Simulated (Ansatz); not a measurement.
Input

```
crystal:
  periodic: [false, false, false]
  atoms:
    - {symbol: C, position_ang: [0.000000, 0.000000, -0.594569]}
    - {symbol: B, position_ang: [0.000000, 0.000000, 0.802263]}
    - {symbol: P, position_ang: [0.000000, 0.000000, -2.195241]}
    - {symbol: H, position_ang: [0.000000, 0.000000, 1.987547]}
basis:
  gaussian: {orbitals: def2-TZVPD}
magnetization: {spin_polarized: true, initial_magnetization: 1}
hamiltonian: {xc: pbe0}
output: {forces: true, orbitals: {seedname: orbitals}}
```

Run with:

```sh
ansatz run input.yaml --threads 1 --pin off --max-ram 2610MiB --events-out events.jsonl --progress --plain --runs-dir runs
```

Geometry: PBE0-D3(BJ)/def2-SVP.

Level of theory: Ansatz, isolated molecule in a Gaussian basis; Kohn-Sham density functional theory, functional PBE0.

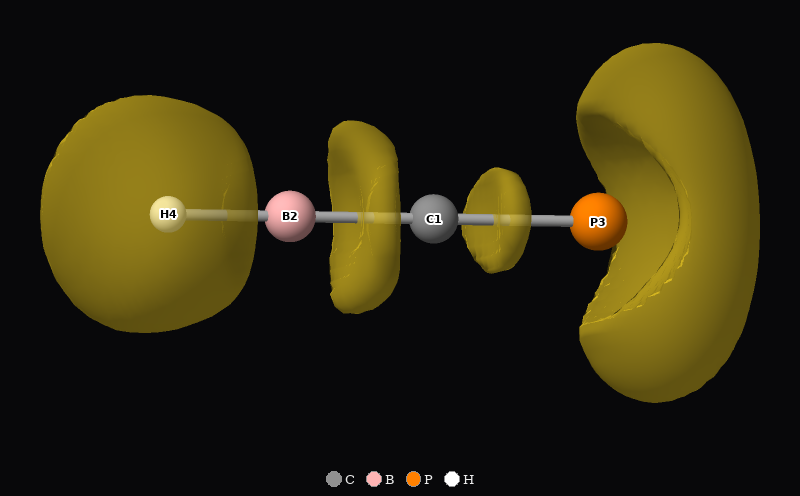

CHBP (SMILES B=C=[P]) (doublet). Isosurface of the electron localisation function at 0.85 (yellow), seen from one side. Core shells and regions of very low density are left out.

### Identify the bonds, lone pairs and shells in this picture.

The ELF exceeds this value in one region between bonded B–C atoms (shared pairs), one region between bonded C–P atoms (shared pairs), one region around a hydrogen nucleus and one lobe on P, pointing away from the bonds (non-bonding electrons). Profiles from the grid: C–B (1.40 Å): the ELF peaks at about 0.90 between the atoms: localised, covalent bonding. C–P (1.60 Å): the ELF peaks at about 0.90 between the atoms; localised, covalent bonding.
